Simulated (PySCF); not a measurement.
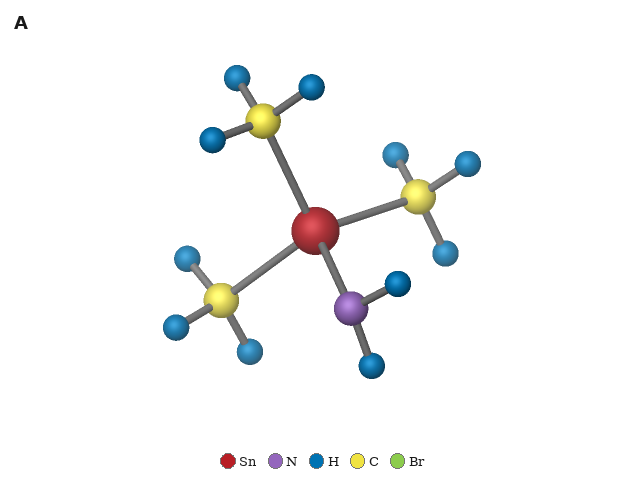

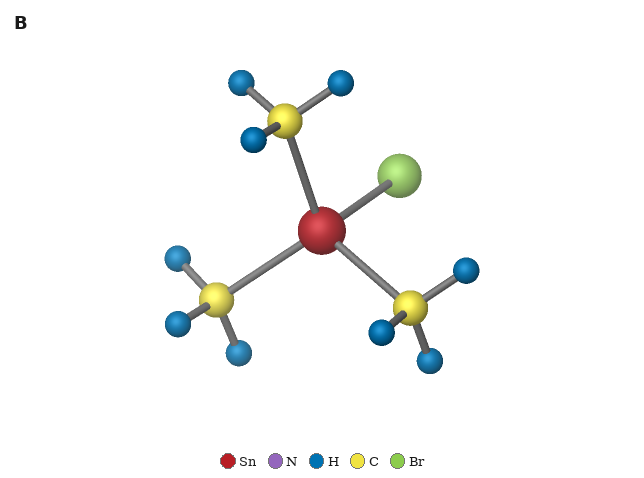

Two related species, optimised with PBE0-D3(BJ)/def2-SVP; properties computed with PySCF 2.14.0. Both: charge 0, singlet.

> What are A and B?

A is Sn(NH2)Me3, B is SnBrMe3.

Compare them. With B3LYP/def2-SVPD, core potentials on Sn: dipole moment (D), HOMO–LUMO gap (eV), HOMO energy (Kohn–Sham orbital) (eV), lowest vertical singlet excitation (eV), mean static polarisability (bohr³). With PBE0-D3(BJ)/def2-SVP: mean Sn–C length (Å).

```csv
quantity,A,B
dipole moment (D),1.23,3.44
HOMO–LUMO gap (eV),6.26,6.74
HOMO energy (Kohn–Sham orbital) (eV),−6.56,−7.38
lowest vertical singlet excitation (eV),5.39,5.76
mean static polarisability (bohr³),89.0,102.8
mean Sn–C length (Å),2.152,2.145
```

Each is one conformer, and no frequency run is at hand to confirm it as a minimum.
